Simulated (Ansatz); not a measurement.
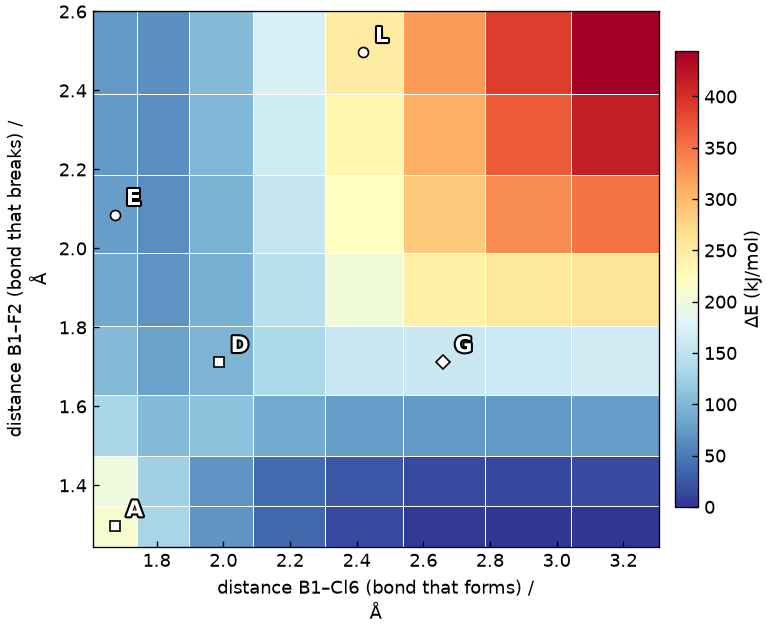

The reacting system BClF3H (fragments BF₃ + ClH where the first distance is long, BClF₂ + FH where the second is long). First axis: distance B1–Cl6 (bond that forms). Second axis: distance B1–F2 (bond that breaks). Relaxed at each point: all other coordinates. The grid has 8 × 8 points. Points are written as (first, second). Energies are in kJ/mol, from the lowest grid point. Energies and slopes of some neighbouring points disagree (a jump in structure or state, or too coarse a mesh). The reference is spin-restricted, so regions where a bond is pulled apart into radicals lie too high. Theory: RKS r2SCAN0-D4/def2-SVP (Ansatz).

Drawn: one coloured cell a grid point, lettered points.

Rank the lettered points by energy, lowest first.

E (77 kJ/mol), D (95 kJ/mol), G (158 kJ/mol), A (211 kJ/mol), L (248 kJ/mol).
